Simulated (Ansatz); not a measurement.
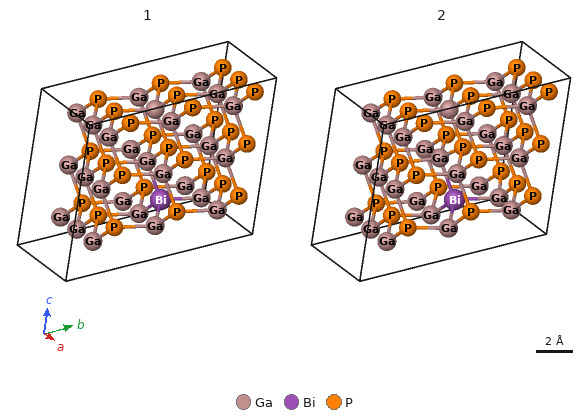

Two geometries of a defect cell of composition Ga27BiP26, drawn at one scale. One is the start of a relaxation, the other its converged end. A ball-and-stick model of the cell of the calculation (origin shifted), seen slightly off an axis.

Computed with DFT, PBE, plane-wave PAW, default files, scalar-relativistic, frozen cores (Ansatz). (plane-wave cutoff 420 eV; k-point mesh 3 × 3 × 3; occupations fermi dirac; smearing width 0.01 eV; no spin polarisation; potentials kind: paw, frozen_core: stored; atoms relaxed in a fixed cell; force threshold 0.02 eV/Å; at most 50 steps)

Which geometry has the lower energy?

Answer. Structure 2 is the relaxed one. The energy falls by 1.513 eV per cell of the calculation in 3 geometry steps. The largest force component goes from 2.1 to 0.0077 eV/Å. The largest moves, 0.22 Å, are those of Ga atoms. By element the largest moves are Ga 0.22 Å, P 0.04 Å. Bi stays in place. The cell doesn't change. Some distances before and after: Bi–Ga 2.360 → 2.585 Å, Ga–P 2.360 → 2.330 Å. Among the angles between lasting bonds that change: Ga–P–Ga 109.5° → 104.1°, Bi–Ga–P 109.5° → 104.7°, P–Ga–P 109.5° → 113.8°.
